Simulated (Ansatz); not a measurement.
# Is the response still linear at 0.3 V/Å? WSi2N4 bilayer, AB

The dipole of a slab grows in proportion to a weak field along its normal. Does the weak-field slope carry to a strong field?

How it was computed: Ansatz 0.2.0, plane waves with PAW datasets (its set soft_2), PBE-D3(BJ); atoms held at their relaxed places, 18 Å of vacuum, dipole correction, cell area 7.23 Å², 18×18 k-points, smearing 0.02585 eV. Without field the slab has a gap of 2.23 eV.

```
  run  field (V/Å)  dipole (e·Å)
run 1        −0.10      −0.05628
run 2         0.00       0.00606
run 3         0.10       0.06840
run 4         0.30             ?
```

**Question.** What value belongs in the row marked “?”, and how far can the other rows tell?

A least-squares line through the 3 rows shown has slope 0.623400 and intercept 0.006060; no row lies more than 0.00001 e·Å off it. A perfect conductor with that slope would be 180.95 × 0.62340 / 7.23 = 15.60 Å thick. At 0.30 it gives 0.623400 × 0.30 + 0.006060 = 0.19308 e·Å, beyond the rows fitted. Rounding and scatter of the rows alone allow about ±0.00001 e·Å there.

The run itself gives 0.19312 e·Å: a miss of +0.00004 e·Å. That is under 1 % of the induced dipole, so the response is still linear.

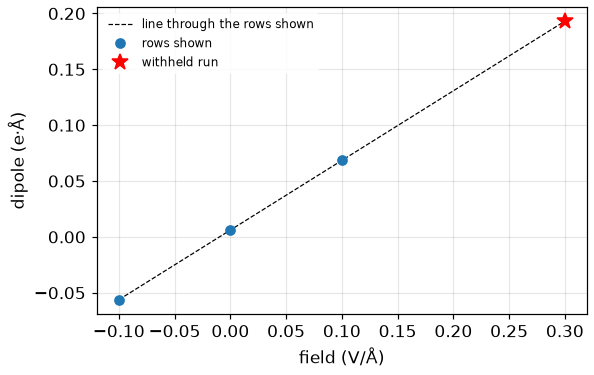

The fit and the withheld run.

Caveats: Ions are held, so this is the electronic response. Of the series that stay linear within 1 %, this collection keeps about one in seven, and it keeps all that bend. Spin-orbit coupling is left out, which changes the bands of elements this heavy.

[Logs are printed without paths, hosts, clocks, repeated set-up lines and the standing remarks that a program may print on its own settings, such as how far it seeks lower states.]
